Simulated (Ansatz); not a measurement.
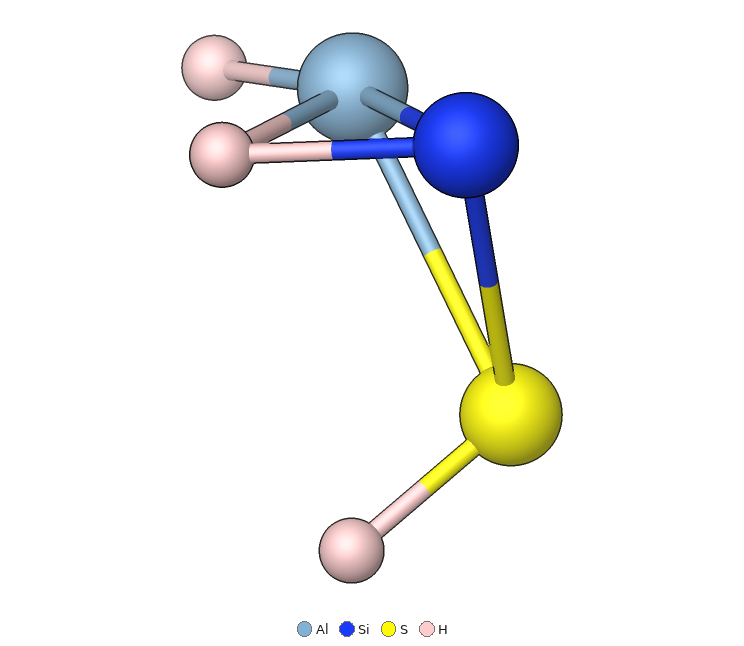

Rendered structure (ball-and-stick style). Every bond is drawn as one stick, whatever its order.

The geometry was computed by an optimisation with PBE0-D4/def2-TZVP. No frequency run is at hand to confirm it as a minimum.

Describe the molecule.

Formula AlH3SSi. The point group is C1. Coordination: 1 Al see-saw; 1 Si trigonal pyramidal; 1 S trigonal pyramidal.

The parts below concern this one geometry. Atoms keep their numbers from picture to picture.

### Shape

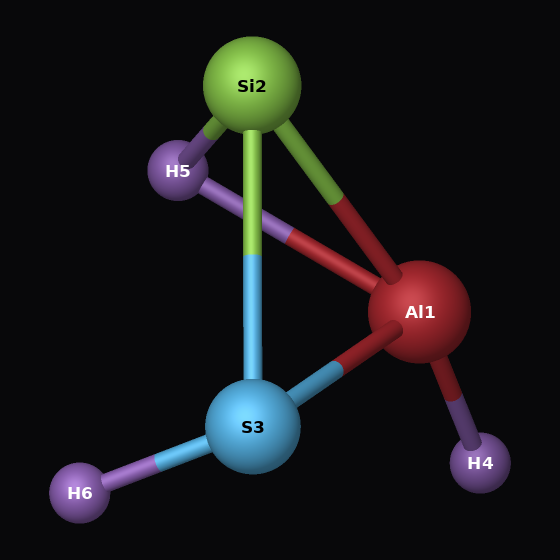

No frequency run is at hand to confirm it as a minimum.

Which atoms are bonded, and how long are the bonds?

```
   bond  length (Å)
Al1–Si2       2.320
 Al1–S3       2.350
 Al1–H4       1.582
 Al1–H5       1.925
 Si2–S3       2.417
 Si2–H5       1.621
  S3–H6       1.346
```

### Electronic properties

No frequency run is at hand to confirm it as a minimum. Properties computed with RKS PBE0-D4/def2-TZVPP (Ansatz 0.2.0).

What is the LUMO energy (Kohn–Sham orbital)?

−1.49 eV.

What is the HOMO energy (Kohn–Sham orbital)?

−6.02 eV.

### Charges

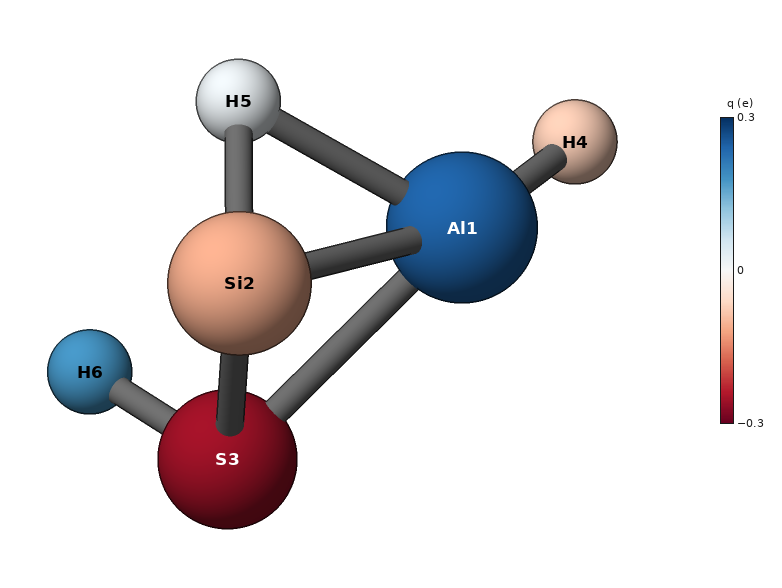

Atoms are coloured by their Mulliken charges. No frequency run is at hand to confirm it as a minimum. Properties computed with RKS PBE0-D4/def2-TZVP (Ansatz 0.2.0).

Which atom carries the highest charge (most positive or least negative)?

Al1 (0.24 e).

And the lowest?

S3 (−0.25 e).

List the Mulliken charges.

| atom | value (e) |
| --- | --- |
| Al1 | 0.24 |
| Si2 | −0.11 |
| S3 | −0.25 |
| H4 | −0.07 |
| H5 | 0.02 |
| H6 | 0.18 |

### Dipole moment

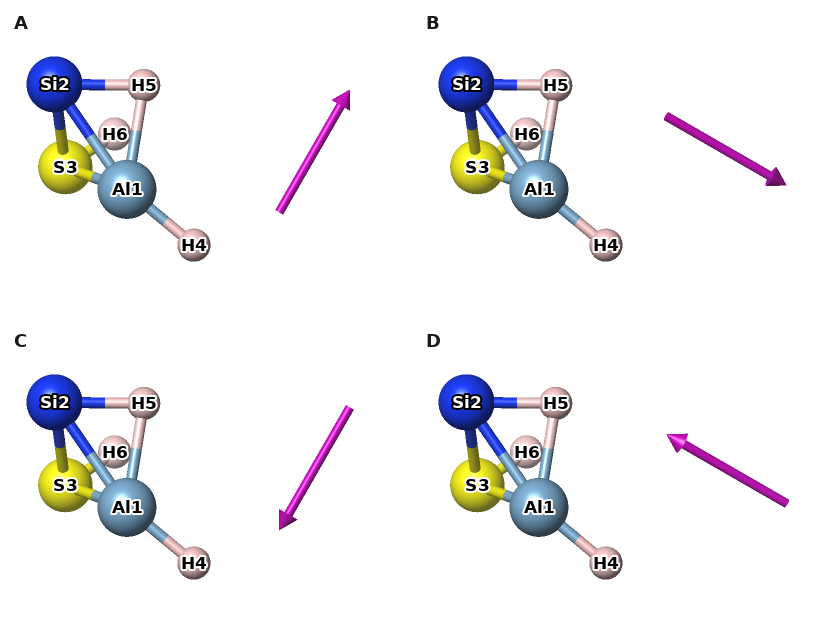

The same molecule four times, each with an arrow. No frequency run is at hand to confirm it as a minimum. Properties computed with RKS PBE0-D4/def2-TZVP (Ansatz 0.2.0).

Which arrow points along the dipole moment, from the negative to the positive end?

B. The dipole moment is 1.37 D; it points from the side of Si2 to the side of H4 (the outermost atoms at the two ends).

Mulliken values depend strongly on the basis set and can even reverse the polarity of a bond.
